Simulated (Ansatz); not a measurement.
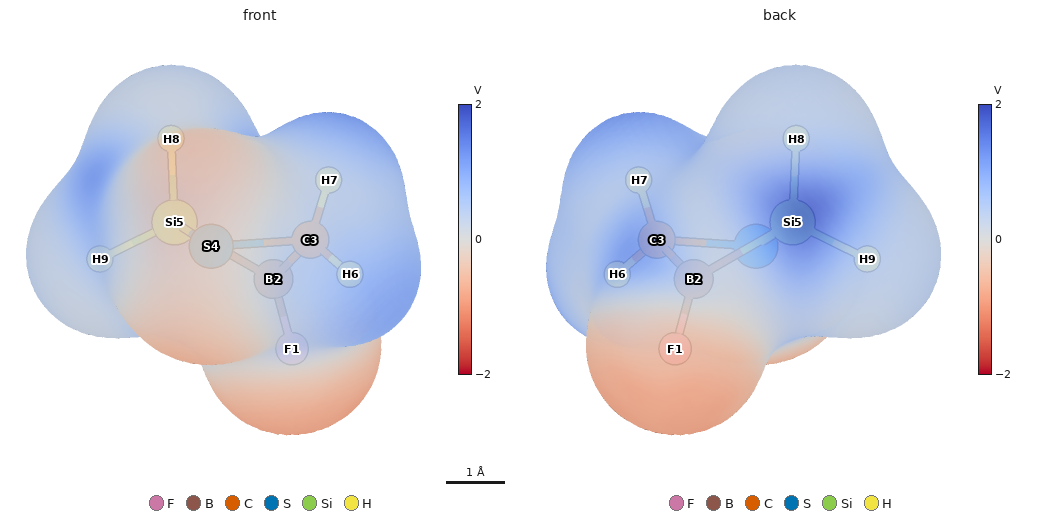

*CH4BFSSi (SMILES FB1CS[SiH2]1). The electrostatic potential painted on the density surface at 0.002 e/bohr³, seen from the front and from behind; the colour scale runs from red (negative) to blue (positive).*

Geometry: PBE0-D4/def2-TZVP.

Computed with RKS PBE0-D4/def2-TZVPP in Ansatz 0.2.0.

```yaml
atoms:
  - { symbol: F, position_ang: [1.5575, -1.3593, 0.8551] }
  - { symbol: B, position_ang: [0.6164, -0.7244, 0.1708] }
  - { symbol: C, position_ang: [0.9090, 0.3604, -0.9167] }
  - { symbol: S, position_ang: [0.0400, 1.4877, 0.2798] }
  - { symbol: Si, position_ang: [-1.2399, -0.2348, 0.6858] }
  - { symbol: H, position_ang: [1.9480, 0.6652, -1.0464] }
  - { symbol: H, position_ang: [0.3776, 0.3412, -1.8651] }
  - { symbol: H, position_ang: [-2.3804, -0.3337, -0.2631] }
  - { symbol: H, position_ang: [-1.7395, -0.2486, 2.0828] }
```

Question: Describe the electrostatic potential map.

Answer: The most negative region (about −0.8 V) lies over F1, the most positive (about +1.6 V) over Si5.
